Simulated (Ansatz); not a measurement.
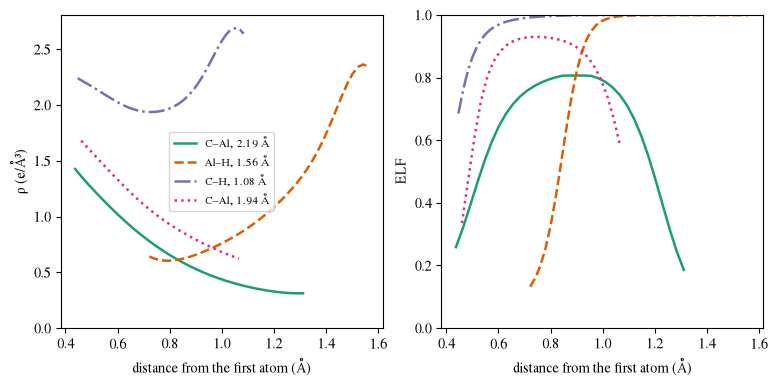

*C2H7Al (AlMe2H) (charge +1, doublet). Electron density and electron localisation function along straight lines between neighbouring atoms. The curves leave out the atomic cores.*

Geometry: r2SCAN-D4/def2-TZVP.

The calculation used UKS PBE0-D4/def2-TZVP (Ansatz 0.2.0).

Input

```
crystal:
  periodic: [false, false, false]
  atoms:
    - {symbol: Al, position_ang: [-0.367878, -0.878981, -0.180249]}
    - {symbol: C, position_ang: [1.514063, -0.537790, 0.128596]}
    - {symbol: H, position_ang: [1.691352, -0.160089, 1.137364]}
    - {symbol: H, position_ang: [1.926333, 0.163602, -0.598664]}
    - {symbol: H, position_ang: [1.989426, -1.520772, 0.009925]}
    - {symbol: C, position_ang: [-1.245034, 1.115039, -0.006432]}
    - {symbol: H, position_ang: [-1.640468, 1.103784, -1.024521]}
    - {symbol: H, position_ang: [-0.480507, 1.845758, 0.227536]}
    - {symbol: H, position_ang: [-1.926052, 0.818671, 0.794347]}
    - {symbol: H, position_ang: [-1.461247, -1.949223, -0.487922]}
basis:
  gaussian: {orbitals: def2-TZVP, initial_orbitals: start.molden}
total_charge: 1
magnetization: {spin_polarized: true, initial_magnetization: 1}
hamiltonian: {xc: pbe0, dispersion: d4}
scf: {omitted_lower_state_checks: [starts]}
output: {orbitals: {seedname: orbitals}}
```

Launched as:

```sh
ansatz run in.yaml --threads 4 --pin off --events-out ev --progress --plain --max-ram 3916MiB
```

### What can be read from the curves?

C–Al (2.19 Å): ρ at the midpoint is about 0.37 e/Å³, with its minimum of 0.31 e/Å³ about 1.3 Å from C; the ELF peaks at about 0.80 in the valence shell of C, 0.9 Å from its nucleus, and is about 0.70 at the midpoint.
Al–H (1.56 Å): ρ at the midpoint is about 0.6 e/Å³; the ELF climbs to about 1 towards the hydrogen.
C–H (1.08 Å): ρ is about 2.1 e/Å³ halfway; the ELF climbs to about 1 towards the hydrogen: an ordinary covalent bond to hydrogen.
C–Al (1.94 Å): ρ is about 0.71 e/Å³ halfway; the ELF peaks at about 0.95 between the atoms; a polar covalent bond.
